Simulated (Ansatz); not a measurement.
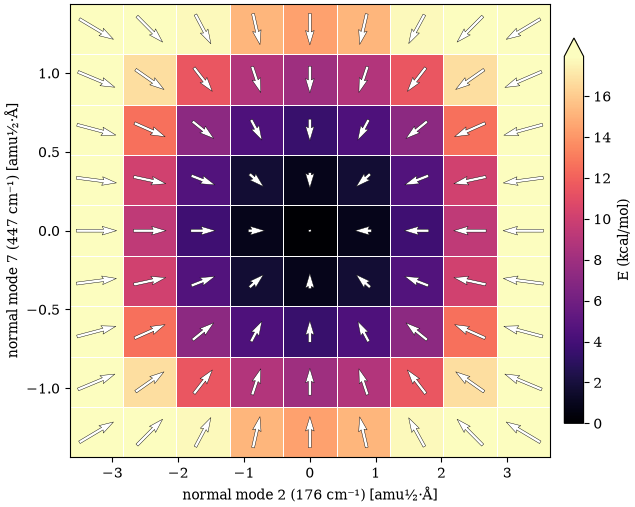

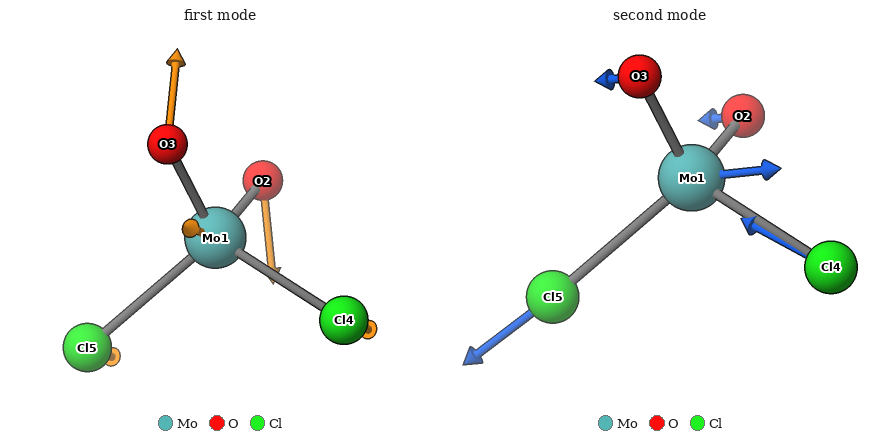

Energy landscape of MoO2Cl2. First axis: normal mode 2 (176 cm⁻¹). Second axis: normal mode 7 (447 cm⁻¹). Nothing is relaxed (straight displacements along the two mass-weighted modes). The grid has 9 × 9 points; 48 points were computed and 33 follow by symmetry. Points are written as (first, second). All energies are given in kcal/mol relative to the lowest grid point. The calculation used Ansatz 0.2.0, RKS B3LYP-D4/def2-SVP.

Drawn: one coloured cell a grid point, arrows along the force (downhill), their lengths compressed, one colour for all values above the top of the scale. The second picture is the structure at the lowest point

> Describe this landscape.

The lowest grid point is at (0.00 amu½·Å, 0.00 amu½·Å). No other kind of well shows on this grid. The highest grid point, (−3.24 amu½·Å, −1.28 amu½·Å), lies 31.1 kcal/mol above the lowest.

The input of one point:

```yaml
crystal:
  periodic: [false, false, false]
  atoms:
    - { symbol: Mo, position_ang: [0.09097, -0.000383, 0.063651] }
    - { symbol: O, position_ang: [0.13859, -0.014657, 1.736068] }
    - { symbol: O, position_ang: [1.67853, 0.007689, -0.464586] }
    - { symbol: Cl, position_ang: [-0.958358, 1.881326, -0.650991] }
    - { symbol: Cl, position_ang: [-0.949732, -1.873974, -0.684154] }
basis:
  gaussian: { orbitals: def2-SVP }
hamiltonian:
  xc: { name: B3LYP }
  dispersion: d4
output:
  forces: true
```

Each point was launched as `ansatz run input.yaml --threads 1 --pin off --max-ram 2560MiB --backend cpu --events-out ev --progress --plain --runs-dir out`. The whole map (48 points run) took 6.1 min on 1 thread of Arm Neoverse V2, with other jobs on the host.
